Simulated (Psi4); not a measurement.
# BH2O (SMILES [BH]O) at UB3LYP/def2-SVP (sweep point 8)

Aim: the vertical doublet–quartet gap of BH2O at UB3LYP/def2-SVP (sweep point 8), from 2 runs. 

The results are computed with Psi4 1.11.

4 further runs of the same task are left out: 4 set aside as unsound or not needed.

### 1 The system as given

BH2O: 4 atoms, total charge 0, spin state doublet. As SMILES, `[BH]O`. The coordinates come from a PBE0-D4/def2-TZVP relaxation.

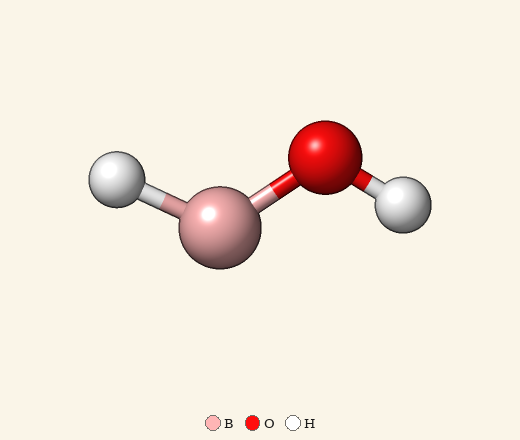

The structure, seen from a chosen angle (boron pink, oxygen red, hydrogen white).

### 2 The energy at UB3LYP/def2-SVP (sweep point 8)

bh2o.py reads:

```python
import psi4

psi4.set_memory(1600000000)
psi4.set_num_threads(1)
psi4.set_output_file('bh2o.out', False)

geom = psi4.geometry("""
0 2
B     -0.01152733    -0.91746203     0.73378065
O      0.22620022     1.02895587    -0.84773114
H     -2.01104654    -1.95095325     1.02101903
H      1.90125345     1.72569790    -0.94542998
units bohr
symmetry c1
""")

psi4.set_options({
    'basis': 'def2-SVP',
    'reference': 'uks',
    'puream': True,
    'scf_type': 'pk',
    'dft_radial_points': 250,
    'dft_spherical_points': 1202,
    'maxiter': 150,
})

energy_value = psi4.energy('B3LYP', molecule=geom)
print(f'B3LYP energy: {energy_value:.10f} Eh')
```

Run with:

```console
python bh2o.py
```

bh2o.out (excerpt; [...] marks lines left out):

```text
[...]
  Running in c1 symmetry.
[...]
  Nuclear repulsion =   25.941696505943401
[...]
  Multiplicity = 2
[...]
  Nalpha       = 8
  Nbeta        = 7
[...]
    Number of basis functions: 38
[...]
   @UKS iter   1:  -101.02996895558267   -3.42414e-01   1.51379e-02 ADIIS/DIIS
[...]
   @UKS iter   8:  -101.16255243546482   -1.13125e-08   7.82845e-07 DIIS
[...]
   @S^2 Observed:                7.514285181E-01
[...]
    Orbital Energies [Eh]
    ---------------------
    Alpha Occupied:
       1A    -19.181890     2A     -6.798809     3A     -1.044341
       4A     -0.593623     5A     -0.438614     6A     -0.412500
       7A     -0.390656     8A     -0.191278
    Alpha Virtual:
       9A     -0.020767    10A      0.041456    11A      0.161739
      12A      0.184216    13A      0.221768    14A      0.284716
      15A      0.306593    16A      0.512224    17A      0.543489
      18A      0.681381    19A      0.916224    20A      0.928944
      21A      0.945676    22A      0.968633    23A      1.094135
      24A      1.126286    25A      1.247155    26A      1.353382
[...]
  @UKS Final Energy:  -101.16255243546482
   => Energetics <=
    Nuclear Repulsion Energy =             25.9416965059434013
    One-Electron Energy =                -188.5889581610933305
    Two-Electron Energy =                  72.2919041797013051
    DFT Exchange-Correlation Energy =     -10.8071949600161972
    Empirical Dispersion Energy =           0.0000000000000000
    VV10 Nonlocal Energy =                  0.0000000000000000
    Total Energy =                       -101.1625524354648178
[...]
 Multipole Moments:
 ------------------------------------------------------------------------------------
     Multipole            Electronic (a.u.)      Nuclear  (a.u.)        Total (a.u.)
 ------------------------------------------------------------------------------------
 L = 1.  Multiply by 2.5417464519 to convert [e a0] to [Debye]
 Dipole X            :          0.5637940           -0.1051617            0.4586323
 Dipole Y            :          0.1408104            0.2503438            0.3911542
 Dipole Z            :          0.0468932           -0.2436892           -0.1967960
 Magnitude           :                                                    0.6340929
[...]
```

On the terminal:

```text
B3LYP energy: -101.1625524355 Eh
```

Wall time 23 s (1 thread of Intel Xeon Platinum 8488C (Sapphire Rapids), shared host); peak memory 0.92 GiB.

### 3 The quartet

calc.py reads:

```python
import psi4

psi4.set_memory(1600000000)
psi4.set_num_threads(1)
psi4.core.set_output_file('run.log', False)

mol = psi4.geometry("""
0 4
B     -0.01152733    -0.91746203     0.73378065
O      0.22620022     1.02895587    -0.84773114
H     -2.01104654    -1.95095325     1.02101903
H      1.90125345     1.72569790    -0.94542998
units bohr
symmetry c1
""")

psi4.set_options({
    'basis': 'def2-SVP',
    'reference': 'uks',
    'puream': True,
    'scf_type': 'pk',
    'dft_radial_points': 250,
    'dft_spherical_points': 1202,
    'maxiter': 150,
})

e_tot = psi4.energy("b3lyp")
print('E =', round(e_tot, 9))
```

Run with:

```console
python calc.py
```

run.log (excerpt; [...] marks lines left out):

```text
[...]
  Running in c1 symmetry.
[...]
  Nuclear repulsion =   25.941696505943401
[...]
  Multiplicity = 4
[...]
  Nalpha       = 9
  Nbeta        = 6
[...]
    Number of basis functions: 38
[...]
   @UKS iter   1:  -100.70744765818561   -1.98928e-02   1.62303e-02 DIIS/ADIIS
[...]
   @UKS iter  18:  -100.88112308747766   -6.14713e-09   6.27091e-07 DIIS
[...]
   @S^2 Observed:                3.753578136E+00
[...]
    Orbital Energies [Eh]
    ---------------------
    Alpha Occupied:
       1A    -19.260472     2A     -6.774504     3A     -1.120574
       4A     -0.653781     5A     -0.499865     6A     -0.490106
       7A     -0.469428     8A     -0.192695     9A     -0.118727
    Alpha Virtual:
      10A      0.013367    11A      0.139891    12A      0.162378
      13A      0.215238    14A      0.286239    15A      0.290682
      16A      0.479599    17A      0.508454    18A      0.638970
      19A      0.861148    20A      0.873996    21A      0.915541
      22A      0.935387    23A      1.066427    24A      1.081310
      25A      1.207638    26A      1.314671    27A      1.425212
[...]
  @UKS Final Energy:  -100.88112308747766
   => Energetics <=
    Nuclear Repulsion Energy =             25.9416965059434013
    One-Electron Energy =                -187.7877095646248904
    Two-Electron Energy =                  71.7436822547087161
    DFT Exchange-Correlation Energy =     -10.7787922835049024
    Empirical Dispersion Energy =           0.0000000000000000
    VV10 Nonlocal Energy =                  0.0000000000000000
    Total Energy =                       -100.8811230874776612
[...]
 Multipole Moments:
 ------------------------------------------------------------------------------------
     Multipole            Electronic (a.u.)      Nuclear  (a.u.)        Total (a.u.)
 ------------------------------------------------------------------------------------
 L = 1.  Multiply by 2.5417464519 to convert [e a0] to [Debye]
 Dipole X            :          0.2978491           -0.1051617            0.1926874
 Dipole Y            :          0.5799754            0.2503438            0.8303192
 Dipole Z            :         -0.2560132           -0.2436892           -0.4997024
 Magnitude           :                                                    0.9880591
[...]
```

The script printed:

```text
E = -100.881123087
```

Run time: 46 s. Hardware: 1 thread of Intel Xeon Platinum 8488C (Sapphire Rapids), shared host; peak memory 0.92 GiB.

### 4 Summary of results

At UB3LYP/def2-SVP (sweep point 8):

| quantity | value |
| --- | --- |
| doublet: total energy | -101.16255 Eh |
| doublet: dipole moment | 1.61 D |
| doublet: HOMO energy (highest over α and β) | -5.20 eV |
| doublet: LUMO energy (lowest over α and β) | -1.35 eV |
| doublet: ⟨S²⟩ | 0.751 |
| quartet: total energy | -100.88112 Eh |
| quartet: dipole moment | 2.51 D |
| quartet: HOMO energy (highest over α and β) | -3.23 eV |
| quartet: ⟨S²⟩ | 3.754 |
| vertical energy of the quartet above the doublet | 7.658 eV |

What this shows: At this shape the quartet lies 7.66 eV (739 kJ/mol) above the doublet.
